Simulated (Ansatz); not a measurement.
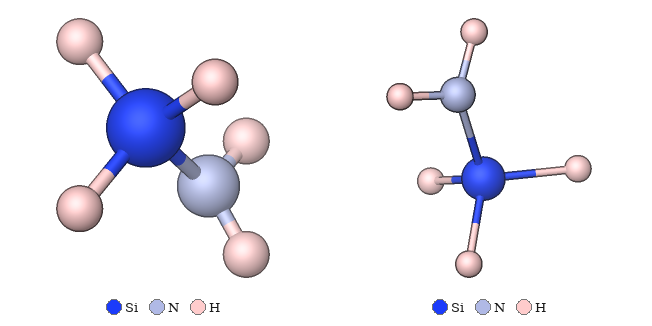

Two views of one molecule.

Computed geometry: PBE0-D4/def2-TZVP optimisation.

> Give the formula.

H5NSi, 7 atoms: 5 hydrogen, 1 nitrogen and 1 silicon.

> What is the point group of this geometry?

Cs.

> Count the bonded pairs by element.

3 Si–H, 2 N–H, 1 N–Si. Sticks follow a distance rule.

> How many sets of symmetry-equivalent atoms are there?

5: 1 Si, 1 N, 2 H, 1 H, 2 H.

The parts below concern this one geometry. Atoms keep their numbers from picture to picture.

### Shape

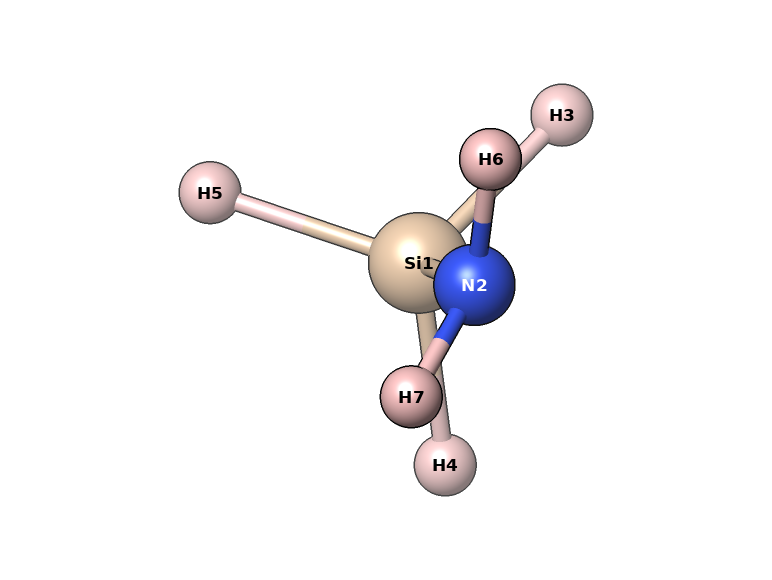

Si1 lies behind N2. The molecule seen a little off the N2–Si1 bond, N2 in front. Atoms fade into the background with distance from the viewer.

> What is the torsion angle H6–N2–Si1–H3? The sign is positive where the front bond must turn clockwise to cover the back bond.

49°, synclinal (gauche).

### Vibrations

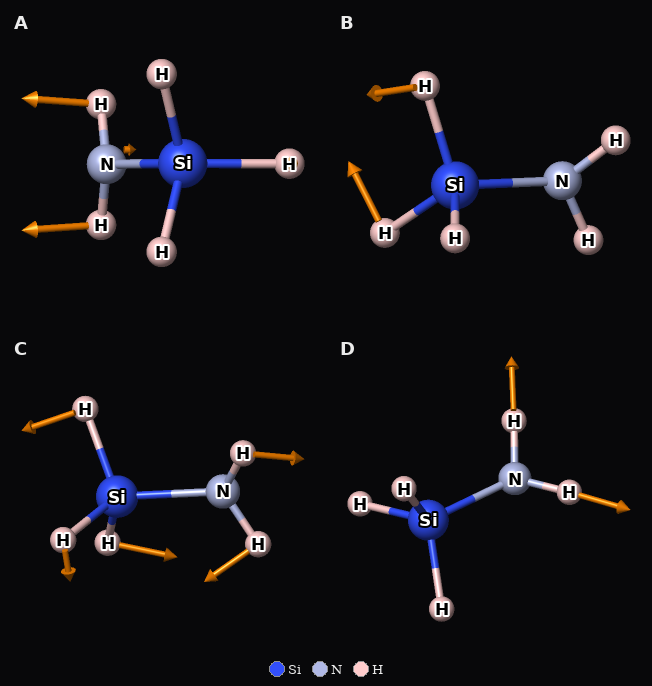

4 normal modes of one molecule or complex, as arrows. Harmonic vibrations computed with RKS PBE0-D4/def2-TZVP (Ansatz 0.2.0) at a stationary point of the same level.

> Match the panels to the wavenumbers 389 cm⁻¹, 625 cm⁻¹, 924 cm⁻¹, 3603 cm⁻¹.

A: 389 cm⁻¹
B: 924 cm⁻¹, H–Si–H bending
C: 625 cm⁻¹, angle bending
D: 3603 cm⁻¹, in-phase stretching of 2 N–H bonds

### Charges

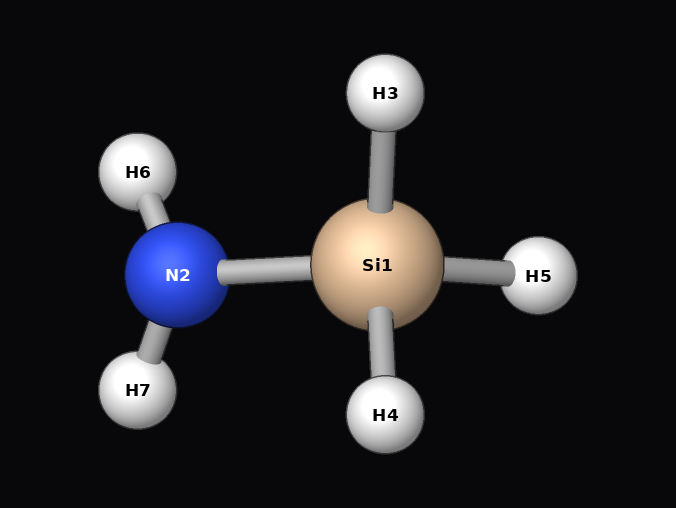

The questions are on Mulliken charges. Method: RKS PBE0-D4/def2-TZVP (Ansatz 0.2.0).

List the Mulliken charges.

```tsv
atom	value (e)
Si1	0.28
N2	−0.63
H3	−0.03
H4	−0.03
H5	−0.05
H6	0.24
H7	0.24
```

### Electronic properties

Level of theory: RKS PBE0-D4/def2-TZVP (Ansatz 0.2.0).

> What is the dipole moment?

1.37 D.

> Give the dispersion correction at this level.

−6.7 kJ/mol.

### Thermal motion

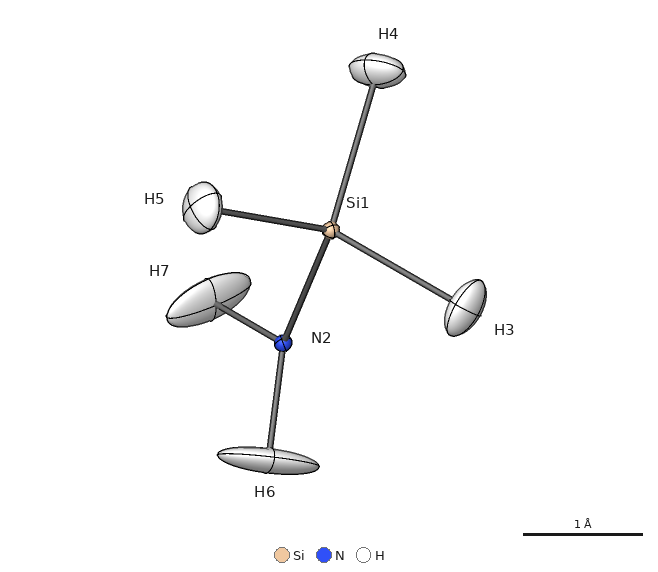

Displacement ellipsoids at the 50 % level, from the internal vibrations of the free molecule (harmonic, no overall translation or rotation; no half-axis is drawn under 0.075 Å). Vibrations computed with RKS PBE0-D4/def2-TZVP (Ansatz 0.2.0). Temperature: 200 K.

> Which atom moves most?

H6, H7, with U_eq = 0.0347 Å².

> Does H6 move more along its bond or across it?

Across it: the root-mean-square amplitude is 0.069 Å along the bond and up to 0.285 Å across, since bending and torsion are softer than stretching.

Give the displacement parameters, one line for each set of equivalent atoms.

| atom | U_eq (Å²) | rms amplitudes (Å) |
| --- | --- | --- |
| Si1 | 0.00017 | 0.011, 0.011, 0.016 |
| N2 | 0.00066 | 0.019, 0.024, 0.033 |
| H3, H4 | 0.0178 | 0.085, 0.129, 0.172 |
| H5 | 0.0158 | 0.087, 0.140, 0.143 |
| H6, H7 | 0.0347 | 0.068, 0.135, 0.285 |

Mulliken values depend strongly on the basis set and can even reverse the polarity of a bond.
